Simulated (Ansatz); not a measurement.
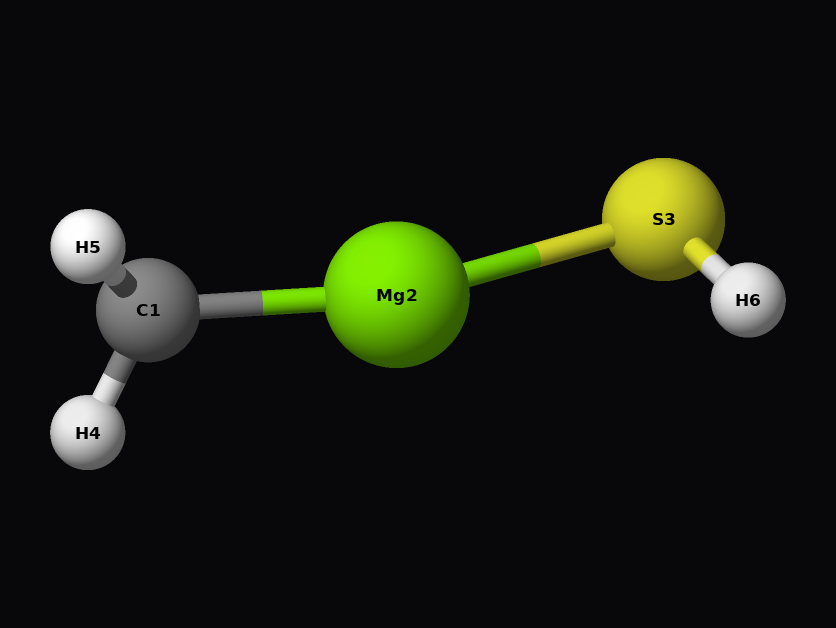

Numbered structure. State: charge −1, singlet. The geometry was computed by an optimisation with PBE0-D4/def2-TZVPD. No frequency run is at hand to confirm it as a minimum.

List the bonds and their lengths.

```csv
bond,length (Å)
C1–Mg2,1.998
C1–H4,1.100
C1–H5,1.100
Mg2–S3,2.398
S3–H6,1.343
```
